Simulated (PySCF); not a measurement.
Input

```
{"job": {"kind": "nmr", "xc": "revPBE", "basis": "pcSseg-1", "pop": false}, "charge": -1, "multiplicity": 1}
C      2.304715     0.036284    -0.154626
C      0.955136    -0.107216     0.291098
C      0.002150     1.168667     0.280689
C     -1.394657     0.629970     0.521289
C     -1.468704    -0.662186    -0.317141
C     -0.024334    -1.098529    -0.557122
H      2.535102     0.465388    -1.122074
H      3.138505    -0.237217     0.474996
H      0.937441    -0.492363     1.322587
H      0.306572     1.895579     1.037071
H      0.070229     1.642575    -0.700966
H     -1.514496     0.390707     1.583020
H     -2.194377     1.331503     0.247976
H     -2.053015    -1.427030     0.207081
H     -1.982342    -0.455944    -1.263001
H      0.245542    -0.994649    -1.608762
H      0.149446    -2.136498    -0.267109
```

Command:

```sh
OMP_NUM_THREADS=1 python ens_run.py task.json out
```

Geometry: GFN2-xTB.

Theory: revPBE/pcSseg-1, SCF density, gas phase, non-relativistic in PySCF.

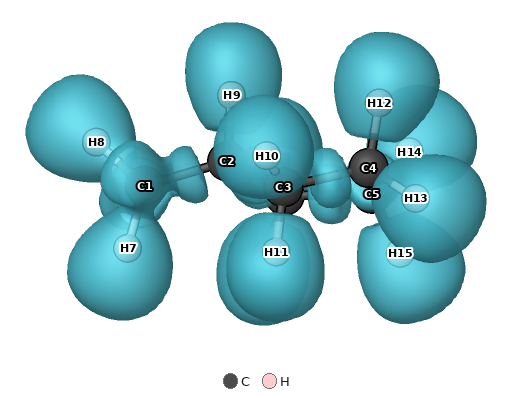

C$_{6}$H$_{11}$ (SMILES [CH2-]C1CCCC1) (charge −1). Isosurface of the ELF at 0.75 (cyan), seen from one side. Core shells and regions of very low density are left out.

**Describe the localisation domains.**

At this value the surface marks out five regions between bonded C–C atoms (shared pairs), nine regions around hydrogen nuclei and one joined region spread over several atoms (C, H), in which their bonds and any lone pairs are merged. Along the contacts the grid gives the following. C–C (1.43 Å): the ELF peaks at about 0.95 between the atoms, as expected for localised, covalent bonding. C–H (1.08 Å): the ELF climbs to about 1 towards the hydrogen, as it does in any bond to H: a covalent bond by its length.
